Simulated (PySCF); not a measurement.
# C4H3BF2OS: excited states, first hyperpolarisability

What do calculations give for the excited states, first hyperpolarisability of C4H3BF2OS (`CSc1c(B(F)F)c1=O`)?

Computed with PySCF 2.14.0 and routines of our own; the level stands in each step. Atoms count from 0.

### 1 The system as given

12 atoms, charge 0, multiplicity 1; geometry from: GFN2-xTB.

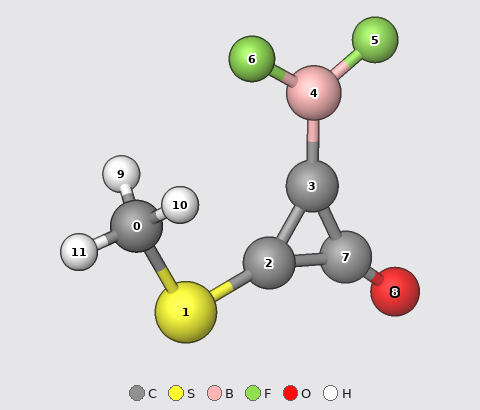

The starting geometry (carbon grey, sulfur yellow, boron pink, fluorine green, oxygen red, hydrogen white).

### 2 Optimising the geometry at PBE0-D3(BJ)/def2-SVP

The job: settings as JSON, then the geometry in Å.

```
{"job": {"xc": "PBE0", "basis": "def2-SVP", "d3": "d3bj", "grid": 2, "kind": "geom"}, "charge": 0, "multiplicity": 1}
C      2.033995     0.509041    -0.077980
S      1.556727    -1.115033    -0.761250
C     -0.092863    -1.122573    -0.505872
C     -1.164638    -0.391274    -0.010768
B     -1.595527     0.903337     0.661018
F     -2.848834     1.216100     0.905457
F     -0.715755     1.814940     1.053276
C     -1.432285    -1.674051    -0.563565
O     -2.135983    -2.579333    -0.872514
H      1.719683     0.567470     0.958474
H      1.562777     1.294726    -0.659058
H      3.113902     0.575965    -0.153245
```

Command:

```
OMP_NUM_THREADS=1 python excited_run.py task.json out
```

This one command runs all jobs of the session in turn.

Output:

```text
step   0  E = -851.16406281  max force = 0.016923
step   1  E = -851.16514097  max force = 0.008284
step   2  E = -851.16533056  max force = 0.004528
step   3  E = -851.16553267  max force = 0.001557
step   4  E = -851.16557523  max force = 0.001558
step   5  E = -851.16563333  max force = 0.001519
step   6  E = -851.16565712  max force = 0.001167
step   7  E = -851.16566622  max force = 0.001166
step   8  E = -851.16567148  max force = 0.000938
step   9  E = -851.16567664  max force = 0.001261
step  10  E = -851.16567793  max force = 0.001266
step  11  E = -851.16567922  max force = 0.001381
step  12  E = -851.16568068  max force = 0.000843
step  13  E = -851.16568358  max force = 0.000363
optimisation converged
```

Wall time 2.2 min (1 thread of Arm Neoverse V1, shared host); peak memory 0.72 GiB.

The steps of the relaxation:

| step | energy from step 0 (eV) | largest force component (eV/Å) |
| --- | --- | --- |
| 0 | 0.0000 | 0.8702 |
| 1 | -0.0293 | 0.4260 |
| 2 | -0.0345 | 0.2328 |
| 3 | -0.0400 | 0.0801 |
| 4 | -0.0412 | 0.0801 |
| 5 | -0.0427 | 0.0781 |
| 6 | -0.0434 | 0.0600 |
| 7 | -0.0436 | 0.0600 |
| 8 | -0.0438 | 0.0482 |
| 9 | -0.0439 | 0.0648 |
| 10 | -0.0439 | 0.0651 |
| 11 | -0.0440 | 0.0710 |
| 12 | -0.0440 | 0.0433 |
| 13 | -0.0441 | 0.0187 |

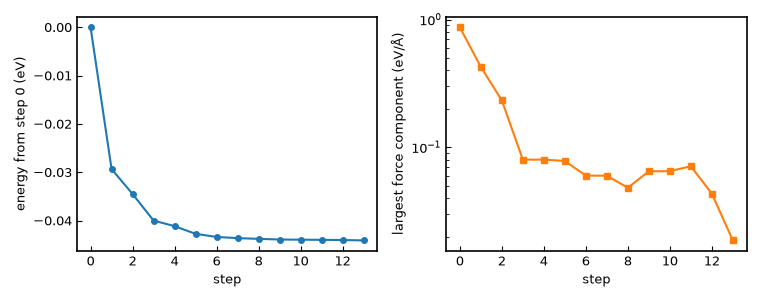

Energy and force, step by step.

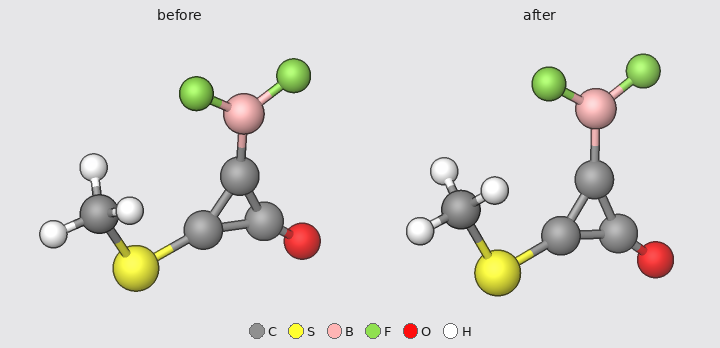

The geometry before (left) and after (right).

Distances of close pairs at the start and the end, largest changes first:

| bond | before (Å) | after (Å) | change (Å) |
| --- | --- | --- | --- |
| C3–B4 | 1.521 | 1.541 | +0.021 |
| C2–C3 | 1.389 | 1.374 | -0.015 |
| C0–H11 | 1.085 | 1.098 | +0.014 |
| S1–C2 | 1.669 | 1.683 | +0.014 |
| C0–H9 | 1.085 | 1.098 | +0.013 |
| C0–S1 | 1.825 | 1.813 | -0.013 |
| C0–H10 | 1.085 | 1.098 | +0.013 |
| C7–O8 | 1.188 | 1.195 | +0.008 |

The final coordinates are the input of the step that follows.

| at the end point | value |
| --- | --- |
| point group (found at 0.08 Å tolerance) | C1 |
| rotational constants (GHz, main isotopes) | 1.583, 1.069, 0.641 |
| dipole moment (D) | 4.98 |

### 3 Excited states: TDA wB97X-D/def2-TZVP

The job: settings as JSON, then the geometry in Å.

```
{"job": {"kind": "states", "xc": "wB97X-D", "basis": "def2-TZVP", "tda": true, "soc": true, "nstates": 6, "ntriplets": 5, "nquad": 4}, "charge": 0, "multiplicity": 1}
C      1.947818     0.806096    -0.171439
S      1.571987    -0.693093    -1.118251
C     -0.035915    -0.975623    -0.710174
C     -1.124498    -0.552501     0.013233
B     -1.628866     0.508850     1.010713
F     -2.880683     0.544102     1.405902
F     -0.802675     1.416681     1.502099
C     -1.281681    -1.717653    -0.785559
O     -1.912452    -2.636029    -1.218983
H      1.873883     0.611246     0.906305
H      1.266701     1.619159    -0.454243
H      2.979118     1.083201    -0.427416
```

With the program's defaults for keys left out, this is: TDA wB97X-D/def2-TZVP excited states, vertical, gas phase, spin-orbit mean-field couplings.

Output:

```text
coarse grid: 12176 points
cycle   1  E = -852.0619147795  dE =  1.856e+00  |g| = 1.091e+00  |ddm| = 3.161e+00
cycle   2  E = -851.7710578293  dE =  2.909e-01  |g| = 1.730e+00  |ddm| = 2.902e+00
cycle   3  E = -852.2872797303  dE = -5.162e-01  |g| = 1.722e-01  |ddm| = 1.947e+00
cycle   4  E = -852.2915721348  dE = -4.292e-03  |g| = 8.466e-02  |ddm| = 1.730e-01
cycle   5  E = -852.2927337201  dE = -1.162e-03  |g| = 1.203e-02  |ddm| = 7.481e-02
cycle   6  E = -852.2927752747  dE = -4.155e-05  |g| = 4.382e-03  |ddm| = 2.329e-02
cycle   7  E = -852.2927818213  dE = -6.547e-06  |g| = 1.802e-03  |ddm| = 9.573e-03
final grid: 118320 points
cycle   8  E = -852.2892351407  dE = -2.308e-04  |g| = 1.134e-02  |ddm| = 1.313e-01
cycle   9  E = -852.2892349100  dE =  2.307e-07  |g| = 1.114e-02  |ddm| = 1.701e-02
cycle  10  E = -852.2892540526  dE = -1.914e-05  |g| = 1.292e-03  |ddm| = 6.537e-03
cycle  11  E = -852.2892543686  dE = -3.159e-07  |g| = 5.178e-04  |ddm| = 1.559e-03
cycle  12  E = -852.2892544315  dE = -6.296e-08  |g| = 1.995e-04  |ddm| = 1.028e-03
cycle  13  E = -852.2892544422  dE = -1.067e-08  |g| = 7.035e-05  |ddm| = 2.454e-04
cycle  14  E = -852.2892544443  dE = -2.100e-09  |g| = 3.407e-05  |ddm| = 2.105e-04
cycle  15  E = -852.2892544450  dE = -6.933e-10  |g| = 1.230e-05  |ddm| = 9.834e-05
converged SCF energy = -852.2892544450

Singlet excitations
state   eV       nm        f     d(h-e)  d(exc)  Lambda  PR(NTO)  |dmu|/D   mu/D   main configurations
  1   3.6717   337.7   0.00008   1.439   2.924   0.433   1.008    3.598    3.262   H->L 0.97
  2   5.1766   239.5   0.29931   1.070   3.060   0.668   1.135    2.673    6.149   H-1->L 0.93
  3   5.5960   221.6   0.00072   0.602   2.437   0.483   1.059    1.513    3.727   H->L+2 0.87
  4   6.3002   196.8   0.00045   0.818   2.820   0.483   1.054    2.468    6.443   H-3->L 0.89
  5   6.3317   195.8   0.00104   0.714   2.762   0.483   1.012                     H-1->L+1 0.81
  6   6.8323   181.5   0.04614   1.262   3.305   0.526   1.762                     H-2->L 0.69, H->L+1 0.23

Triplet excitations (Tamm-Dancoff)
state   eV     d(h-e)  d(exc)  Lambda  PR(NTO)   main configurations
  1   3.3103   1.345   2.852   0.432   1.009   H->L 0.96
  2   3.5716   0.666   2.816   0.675   1.018   H-1->L 0.94
  3   5.2055   0.600   2.395   0.481   1.060   H->L+2 0.86
  4   5.5829   0.968   2.694   0.607   1.453   H-2->L 0.75, H-1->L+2 0.17
  5   5.8578   0.261   2.670   0.481   1.986   H-1->L+1 0.44, H-3->L 0.35
S1 - T1 = 0.3614 eV

Spin-orbit couplings |<S|Hso|T>| (cm-1)
             T1       T2       T3       T4       T5
S0       18.200    1.920   48.247    4.674  117.383
S1        1.104   17.238    4.326   44.428   24.114
S2       22.777    1.454    6.150    0.706   58.923
S3        4.324    6.198    0.300   13.388    5.863
S4       38.285   67.541    6.714   67.042    5.611
S5        0.923   31.737    0.496   21.276    2.454
S6       46.755    0.634   13.519    0.915   45.090
T1 sublevels (cm-1): 0.000 0.049 0.154   radiative rates (1/s): 0.419 1.38 338
```

Run time: 81 s. Hardware: 1 thread of Arm Neoverse V1, shared host; peak memory 1.1 GiB.

From this job:

| quantity | value |
| --- | --- |
| S1 less T1 | 0.36 eV |

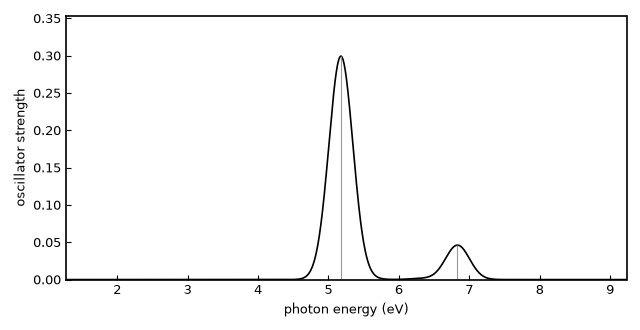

Absorption lines of the singlets. Lines are broadened to a width of 0.40 eV (Gaussian).

Orbitals, density, ELF and potential are computed afterwards from the orbital file.

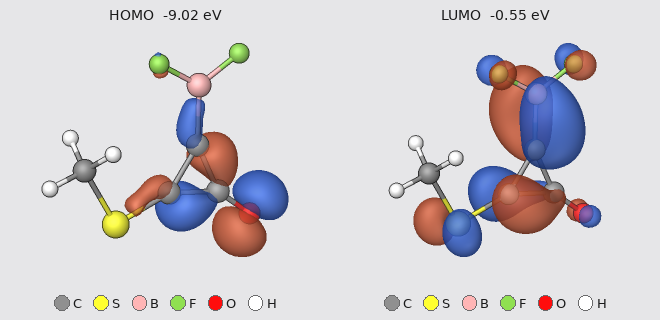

Frontier orbitals at wB97X-D/def2-TZVP; each surface holds 70 % of the orbital's density, blue and red mark the sign.

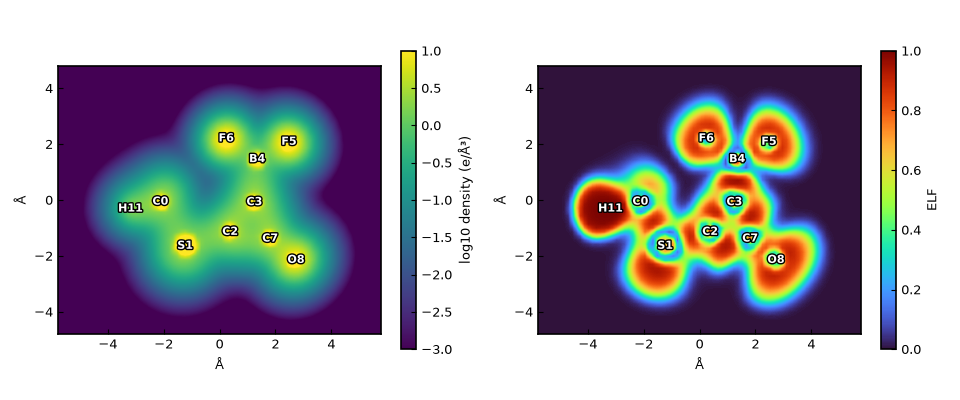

Density (left) and ELF (right) in a plane through or near 10 of the atoms.

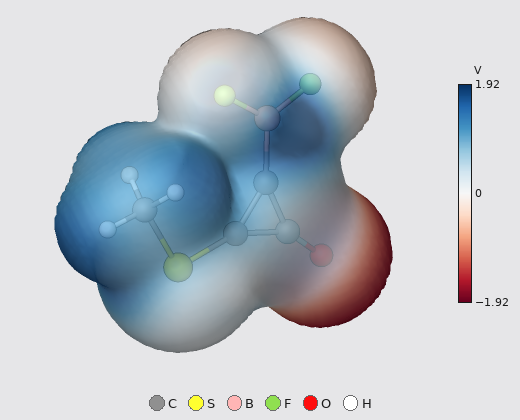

The potential that a unit positive charge feels on the 0.002 e/bohr³ surface, from -1.82 V near O8 to 1.92 V near B4.

### 4 Excited states: TDDFT CAM-B3LYP/aug-cc-pVDZ

Settings changed since step 3:

```diff
@@ -1,2 +1,2 @@
-{"job": {"kind": "states", "xc": "wB97X-D", "basis": "def2-TZVP", "tda": true, "soc": true, "nstates": 6, "ntriplets": 5, "nquad": 4}, "charge": 0, "multiplicity": 1}
+{"job": {"kind": "states", "xc": "CAM-B3LYP", "basis": "aug-cc-pVDZ", "tpa": true, "nstates": 8, "nquad": 6, "ntriplets": 0}, "charge": 0, "multiplicity": 1}
 C      1.947818     0.806096    -0.171439
```

Method: TDDFT CAM-B3LYP/aug-cc-pVDZ excited states, vertical, gas phase, two-photon moments by quadratic response.

Output:

```text
coarse grid: 12176 points
cycle   1  E = -851.9083150706  dE =  1.858e+00  |g| = 9.972e-01  |ddm| = 1.099e+01
cycle   2  E = -851.5423551500  dE =  3.660e-01  |g| = 1.747e+00  |ddm| = 5.645e+00
cycle   3  E = -852.1079571687  dE = -5.656e-01  |g| = 1.770e-01  |ddm| = 3.759e+00
cycle   4  E = -852.1128433309  dE = -4.886e-03  |g| = 8.338e-02  |ddm| = 4.482e-01
cycle   5  E = -852.1140714348  dE = -1.228e-03  |g| = 1.195e-02  |ddm| = 1.785e-01
cycle   6  E = -852.1141076305  dE = -3.620e-05  |g| = 3.694e-03  |ddm| = 4.513e-02
cycle   7  E = -852.1141119061  dE = -4.276e-06  |g| = 1.511e-03  |ddm| = 1.573e-02
final grid: 118320 points
cycle   8  E = -852.1248824039  dE = -3.546e-05  |g| = 3.580e-03  |ddm| = 1.500e-01
cycle   9  E = -852.1248819690  dE =  4.348e-07  |g| = 3.945e-03  |ddm| = 2.149e-02
cycle  10  E = -852.1248856028  dE = -3.634e-06  |g| = 8.777e-04  |ddm| = 1.055e-02
cycle  11  E = -852.1248857412  dE = -1.384e-07  |g| = 2.644e-04  |ddm| = 1.883e-03
cycle  12  E = -852.1248857552  dE = -1.400e-08  |g| = 6.860e-05  |ddm| = 7.778e-04
cycle  13  E = -852.1248857567  dE = -1.476e-09  |g| = 1.978e-05  |ddm| = 2.269e-04
cycle  14  E = -852.1248857568  dE = -1.241e-10  |g| = 1.125e-05  |ddm| = 7.957e-05
converged SCF energy = -852.1248857568

Singlet excitations
state   eV       nm        f     d(h-e)  d(exc)  Lambda  PR(NTO)  |dmu|/D   mu/D   delta(TPA)   sigma/GM   main configurations
  1   3.6580   338.9   0.00004   1.467   2.963   0.424   1.012    3.729    3.495        0.53      0.003   H->L 0.97
  2   4.9173   252.1   0.23298   1.096   3.096   0.648   1.161    2.909    6.451      241.14      2.136   H-1->L 0.96
  3   5.5267   224.3   0.00037   0.660   2.505   0.321   1.059    1.738    3.645        0.39      0.004   H->L+7 0.46, H->L+8 0.32
  4   6.1412   201.9   0.00011   1.243   3.613   0.296   1.028    4.929    0.715       34.56      0.478   H-1->L+1 0.65, H-1->L+6 0.13, H-1->L+9 0.11
  5   6.2132   199.5   0.00083   1.547   4.186   0.180   1.022    3.314    2.448        7.51      0.106   H->L+1 0.56, H->L+3 0.17, H->L+2 0.15
  6   6.2672   197.8   0.00030   0.867   2.869   0.461   1.066    2.609    6.648        0.64      0.009   H-3->L 0.88
  7   6.6181   187.3   0.00332   2.348   4.355   0.233   1.208                                            H->L+3 0.41, H->L+1 0.22, H->L+9 0.09
  8   6.6414   186.7   0.00527   0.416   3.603   0.299   1.048                                            H-1->L+3 0.55, H-1->L+2 0.12, H-1->L+1 0.10
```

It took 69 s on 1 thread of Arm Neoverse V1, shared host; peak memory 1 GiB.

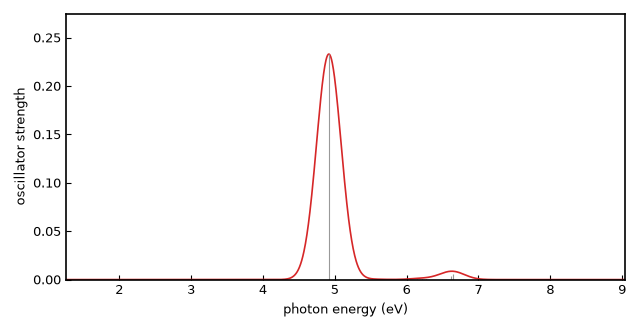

Absorption lines of the singlets. Lines are broadened to a width of 0.40 eV (Gaussian).

### 5 First hyperpolarisability: quadratic response CAM-B3LYP/aug-cc-pVDZ

Settings changed since step 4:

```diff
@@ -1,2 +1,2 @@
-{"job": {"kind": "states", "xc": "CAM-B3LYP", "basis": "aug-cc-pVDZ", "tpa": true, "nstates": 8, "nquad": 6, "ntriplets": 0}, "charge": 0, "multiplicity": 1}
+{"job": {"kind": "beta", "xc": "CAM-B3LYP", "basis": "aug-cc-pVDZ"}, "charge": 0, "multiplicity": 1}
 C      1.947818     0.806096    -0.171439
```

Level: quadratic response CAM-B3LYP/aug-cc-pVDZ first hyperpolarisability, Taylor convention, gas phase.

Output:

```text
coarse grid: 12176 points
cycle   1  E = -851.9083150706  dE =  1.858e+00  |g| = 9.972e-01  |ddm| = 1.099e+01
cycle   2  E = -851.5423551500  dE =  3.660e-01  |g| = 1.747e+00  |ddm| = 5.645e+00
cycle   3  E = -852.1079571687  dE = -5.656e-01  |g| = 1.770e-01  |ddm| = 3.759e+00
cycle   4  E = -852.1128433309  dE = -4.886e-03  |g| = 8.338e-02  |ddm| = 4.482e-01
cycle   5  E = -852.1140714348  dE = -1.228e-03  |g| = 1.195e-02  |ddm| = 1.785e-01
cycle   6  E = -852.1141076305  dE = -3.620e-05  |g| = 3.694e-03  |ddm| = 4.513e-02
cycle   7  E = -852.1141119061  dE = -4.276e-06  |g| = 1.511e-03  |ddm| = 1.573e-02
final grid: 118320 points
cycle   8  E = -852.1248824039  dE = -3.546e-05  |g| = 3.580e-03  |ddm| = 1.500e-01
cycle   9  E = -852.1248819690  dE =  4.348e-07  |g| = 3.945e-03  |ddm| = 2.149e-02
cycle  10  E = -852.1248856028  dE = -3.634e-06  |g| = 8.777e-04  |ddm| = 1.055e-02
cycle  11  E = -852.1248857412  dE = -1.384e-07  |g| = 2.644e-04  |ddm| = 1.883e-03
cycle  12  E = -852.1248857552  dE = -1.400e-08  |g| = 6.860e-05  |ddm| = 7.778e-04
cycle  13  E = -852.1248857567  dE = -1.476e-09  |g| = 1.978e-05  |ddm| = 2.269e-04
cycle  14  E = -852.1248857568  dE = -1.241e-10  |g| = 1.125e-05  |ddm| = 7.957e-05
converged SCF energy = -852.1248857568

Lowest singlets (eV, f): 3.6580 0.0000  4.9173 0.2329  5.5267 0.0004

First hyperpolarisability (au)
process     nm      |vector|   parallel      HRS      DR
static         -      233.27     -49.25     100.49   4.421
shg       1907.0      262.04     -46.27     112.29   4.487
eope      1907.0      242.25     -48.35          -       -
shg       1064.0      350.28     -35.93     148.36   4.613
eope      1064.0      264.28     -46.03          -       -
```

Wall time 58 s (1 thread of Arm Neoverse V1, shared host); peak memory 0.95 GiB.

### 6 Excited states: TDA wB97X-D/def2-TZVP in toluene

Settings changed since step 5:

```diff
@@ -1,2 +1,2 @@
-{"job": {"kind": "beta", "xc": "CAM-B3LYP", "basis": "aug-cc-pVDZ"}, "charge": 0, "multiplicity": 1}
+{"job": {"kind": "states", "xc": "wB97X-D", "basis": "def2-TZVP", "tda": true, "soc": true, "nstates": 6, "ntriplets": 5, "nquad": 4, "solvent": "toluene"}, "charge": 0, "multiplicity": 1}
 C      1.947818     0.806096    -0.171439
```

Method: TDA wB97X-D/def2-TZVP excited states, vertical, IEF-PCM toluene (non-equilibrium response), spin-orbit mean-field couplings.

Output:

```text
coarse grid: 12176 points
cycle   1  E = -852.0799826572  dE =  1.838e+00  |g| = 1.072e+00  |ddm| = 3.161e+00
cycle   2  E = -851.8638099018  dE =  2.162e-01  |g| = 1.599e+00  |ddm| = 2.687e+00
cycle   3  E = -852.2947784182  dE = -4.310e-01  |g| = 1.464e-01  |ddm| = 1.747e+00
cycle   4  E = -852.2978970235  dE = -3.119e-03  |g| = 7.618e-02  |ddm| = 1.583e-01
cycle   5  E = -852.2988414595  dE = -9.444e-04  |g| = 1.131e-02  |ddm| = 6.811e-02
cycle   6  E = -852.2988759132  dE = -3.445e-05  |g| = 3.979e-03  |ddm| = 2.208e-02
cycle   7  E = -852.2988811653  dE = -5.252e-06  |g| = 1.592e-03  |ddm| = 8.159e-03
final grid: 118320 points
cycle   8  E = -852.2953167540  dE = -2.310e-04  |g| = 1.114e-02  |ddm| = 1.313e-01
cycle   9  E = -852.2953175538  dE = -7.998e-07  |g| = 1.072e-02  |ddm| = 1.617e-02
cycle  10  E = -852.2953347419  dE = -1.719e-05  |g| = 1.217e-03  |ddm| = 5.864e-03
cycle  11  E = -852.2953350127  dE = -2.709e-07  |g| = 4.551e-04  |ddm| = 1.336e-03
cycle  12  E = -852.2953350618  dE = -4.909e-08  |g| = 1.718e-04  |ddm| = 9.658e-04
cycle  13  E = -852.2953350701  dE = -8.273e-09  |g| = 6.390e-05  |ddm| = 2.153e-04
cycle  14  E = -852.2953350719  dE = -1.770e-09  |g| = 2.933e-05  |ddm| = 1.970e-04
cycle  15  E = -852.2953350724  dE = -5.298e-10  |g| = 9.915e-06  |ddm| = 9.007e-05
converged SCF energy = -852.2953350724

Singlet excitations
state   eV       nm        f     d(h-e)  d(exc)  Lambda  PR(NTO)  |dmu|/D   mu/D   main configurations
  1   3.8290   323.8   0.00009   1.392   2.903   0.439   1.009    4.022    3.764   H->L 0.97
  2   5.0535   245.3   0.36519   1.148   3.062   0.666   1.102    3.386    7.587   H-1->L 0.94
  3   5.6804   218.3   0.00069   0.568   2.425   0.492   1.068    1.672    4.383   H->L+2 0.88
  4   6.2930   197.0   0.00050   0.885   2.842   0.474   1.063    3.026    7.676   H-3->L 0.88
  5   6.3826   194.3   0.00128   0.650   2.719   0.495   1.012                     H-1->L+1 0.81
  6   6.9048   179.6   0.09914   1.202   3.043   0.616   1.129                     H-2->L 0.93

Triplet excitations (Tamm-Dancoff)
state   eV     d(h-e)  d(exc)  Lambda  PR(NTO)   main configurations
  1   3.4679   1.300   2.833   0.439   1.010   H->L 0.95
  2   3.5939   0.714   2.826   0.669   1.018   H-1->L 0.93
  3   5.3017   0.568   2.386   0.491   1.070   H->L+2 0.88
  4   5.5983   0.911   2.661   0.622   1.497   H-2->L 0.73, H-1->L+2 0.19
  5   5.8901   0.358   2.700   0.479   1.928   H-3->L 0.55, H-1->L+1 0.27
S1 - T1 = 0.3611 eV

Spin-orbit couplings |<S|Hso|T>| (cm-1)
             T1       T2       T3       T4       T5
S0       18.625    2.228   46.633    4.167   98.119
S1        1.362   19.016    5.067   42.537   30.899
S2       24.590    1.683    7.905    0.440   71.072
S3        5.037    7.844    0.292   14.740    7.977
S4       38.962   73.176    7.515   65.965    6.071
S5        1.914   32.636    0.627   21.962    1.451
S6       46.053    1.062    8.056    1.163   53.310
T1 sublevels (cm-1): 0.000 0.023 0.347   radiative rates (1/s): 1.16 27.6 612
```

Run time: 76 s. Hardware: 1 thread of Arm Neoverse V1, shared host; peak memory 1.2 GiB.

In short:

| quantity | value |
| --- | --- |
| S1 less T1 | 0.36 eV |

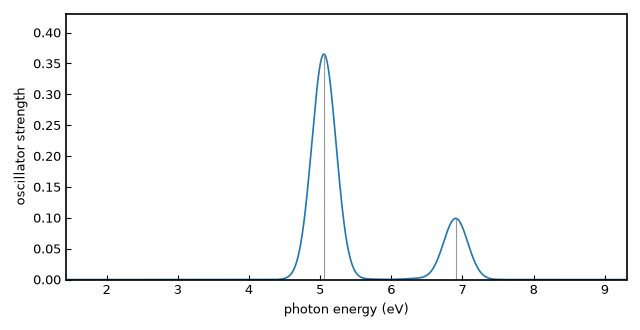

Absorption lines of the singlets. Lines are broadened to a width of 0.40 eV (Gaussian).

### 7 Summary of results

| quantity | value |
| --- | --- |
| point group | C1 |
| rotational constants (main isotopes) | 1.58, 1.07, 0.64 GHz |
| S1 less T1 (step 3, TDA wB97X-D/def2-TZVP) | 0.36 eV |
| surface potential, least and greatest | -1.82 V and 1.92 V |
| β vector (step 5, quadratic response CAM-B3LYP/aug-cc-pVDZ) | static 233, SHG 1907.0 nm 262, SHG 1064.0 nm 350 au |
| S1 less T1 (step 6, TDA wB97X-D/def2-TZVP in toluene) | 0.36 eV |

What this shows: Relaxing lowered the energy by 0.044 eV in 13 steps; the close pair that moved most is C3–B4, from 1.521 to 1.541 Å. In step 3, the number of triplets below S1 is 2, and the largest singlet-triplet spin-orbit coupling is S0–T5, 117.38 cm⁻¹. By nearest atom (wB97X-D/def2-TZVP), the HOMO sits on O8 54 %; C2 16 % and the LUMO on C2, C3 about 24 % each; B4 25 %. β grows from 233 au (static) to 350 au for doubling at 1064.0 nm: normal dispersion, which grows as twice the photon energy moves toward the bright states. In step 6, the number of triplets below S1 is 2, and the largest singlet-triplet spin-orbit coupling is S0–T5, 98.12 cm⁻¹.
